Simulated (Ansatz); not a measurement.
BCl2F···AlH3O

```
atom    x (Å)    y (Å)    z (Å)
   B   0.1932   0.1290   0.0464
  Cl  -0.4100   0.7784   1.6415
   F   1.4833   0.0911  -0.1967
  Cl  -0.9708  -0.1467  -1.2898
   O  -0.1608  -2.2745   0.9664
  Al  -1.0308  -2.9162  -0.4124
   H  -0.0613  -3.5407  -1.5080
   H  -2.6206  -3.0737  -0.3786
   H  -0.5738  -1.7917   1.7231
```

Not at a stationary point (largest force 1.2 eV/Å).

Method: RKS PBE/def2-SVP (Ansatz 0.2.0).

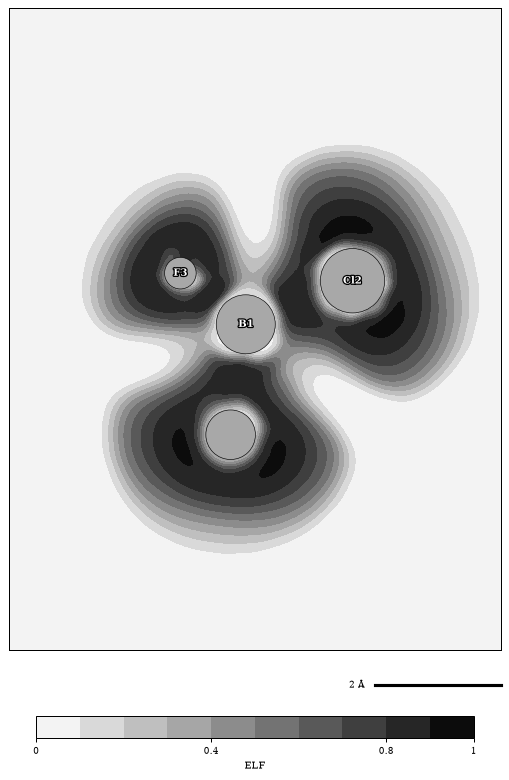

Figure 1. ELF on the plane of atoms Cl2, B1 and F3. Grey discs cover the atomic cores.

Question: Interpret the plot.

Answer: The plane passes through B, Cl and F nuclei. B–F (1.31 Å): the ELF peaks at about 0.85 between the atoms: a polar covalent bond. The ELF also peaks beside Cl4, Cl2 and F3, away from the bonds: lone-pair regions.

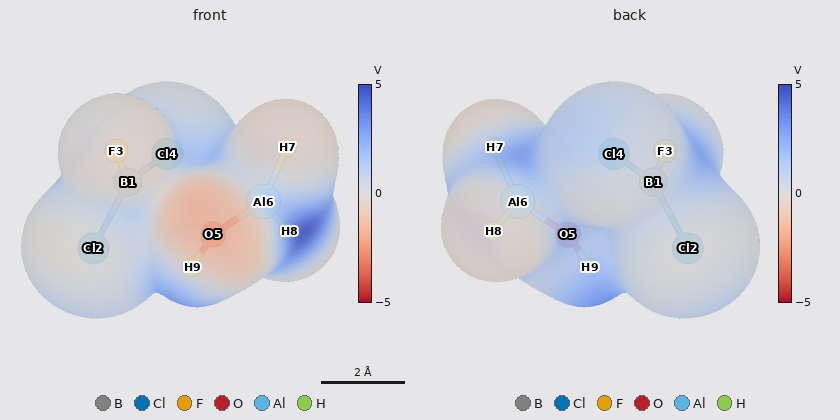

Figure 2. The molecular electrostatic potential painted on the density surface at 0.004 e/bohr³, seen from the front and from behind; red is negative and blue positive.

Question: Where is the surface potential most negative and most positive?

Answer: The most negative region (about −1.6 V) lies over O5, the most positive (about +4.1 V) over Al6. Cl4 shows a σ-hole: about +1.1 V at the tip opposite its bond, against about +0.5 V on its flanks. O5 is the likeliest acceptor of a hydrogen bond.

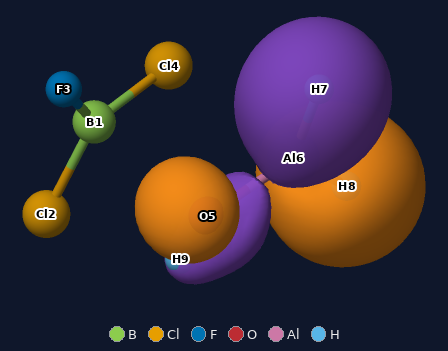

Figure 3. The HOMO at ±0.08 Å⁻³ᐟ² (orange and purple are the two phases), seen at a tilt.

Question: What is the character of this orbital?

Answer: By Hirshfeld shares it lies mainly on H8 (about 30 %), Al6 (about 30 %), H7 (about 20 %) and O5 (about 15 %). Its energy is −6.96 eV.
